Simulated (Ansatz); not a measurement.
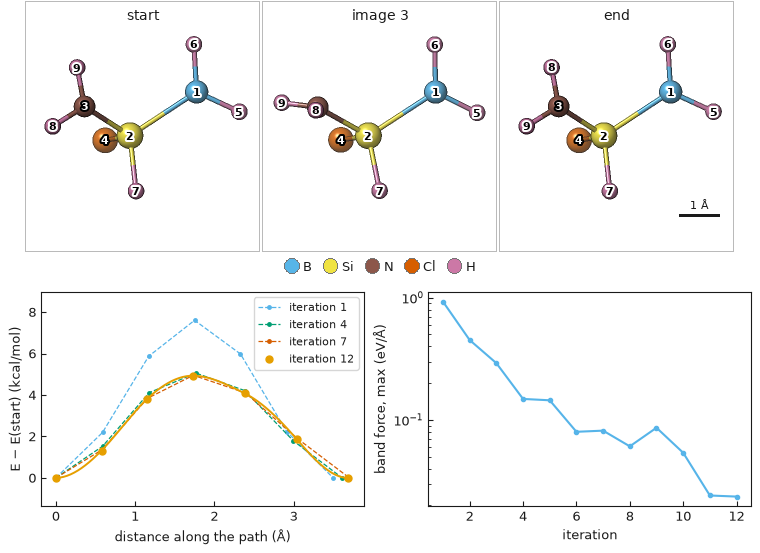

NEB run on BSiNH₅Cl. Images are numbered from 0 (start) to 6 (end). The plot follows the band through its iterations. A ball-and-stick model, seen at a tilt.

Computed with RHF/def2-SVP (Ansatz 0.2.0).

Input file:
```yaml
crystal:
  periodic: [false, false, false]
  atoms:
    - { symbol: B, position_ang: [-0.621628, 1.415923, -0.628847] }
    - { symbol: Si, position_ang: [0.365754, -0.325878, -0.350301] }
    - { symbol: "N", position_ang: [0.484864, -0.741112, 1.306021] }
    - { symbol: Cl, position_ang: [-0.831199, -1.656168, -1.479094] }
    - { symbol: H, position_ang: [-0.341107, 2.172374, -1.515369] }
    - { symbol: H, position_ang: [-1.56198, 1.690193, 0.064416] }
    - { symbol: H, position_ang: [1.717717, -0.436375, -0.928066] }
    - { symbol: H, position_ang: [1.089164, -1.479327, 1.612591] }
    - { symbol: H, position_ang: [-0.301585, -0.63964, 1.91865] }
basis:
  gaussian: { orbitals: def2-SVP }
hamiltonian:
  xc: hf
neb:
  order_check: false
  images: 5
  f_tol: 0.05
  max_iterations: 60
  initial_path: idpp
  final_atoms:
    - { symbol: B, position_ang: [-0.62023013, 1.4154035, -0.62852604] }
    - { symbol: Si, position_ang: [0.36510738, -0.32807647, -0.35214841] }
    - { symbol: "N", position_ang: [0.4844548, -0.74099303, 1.30443679] }
    - { symbol: Cl, position_ang: [-0.8329096, -1.65629714, -1.48197227] }
    - { symbol: H, position_ang: [-0.33904186, 2.17666877, -1.51070966] }
    - { symbol: H, position_ang: [-1.56222125, 1.68579502, 0.06445421] }
    - { symbol: H, position_ang: [1.71668859, -0.44248791, -0.92934104] }
    - { symbol: H, position_ang: [-0.29768895, -0.62933994, 1.92075235] }
    - { symbol: H, position_ang: [1.08584103, -1.4806828, 1.61305507] }
```

Command:
```bash
ansatz run input.yaml --threads 1 --pin off --max-ram 2048MiB --backend cpu --events-out ev --progress --plain --runs-dir out
```

**Did the band converge, and can the barrier be trusted?**

The result is final at these settings. The band converged in 12 iterations. The largest component of the band force went from 0.93 to 0.024 eV/Å. The climbing image converged on the top of the path. Its vibrational analysis gives one imaginary mode (251i cm⁻¹), as a transition state must have. The first iteration put the highest image at 7.60 kcal/mol. The two ends have the same energy, and the highest point, image 3, lies 4.93 kcal/mol above the start.

Cost: 80 s on 1 thread of Arm Neoverse V2, with other jobs on the host, peak memory 0.16 GiB.
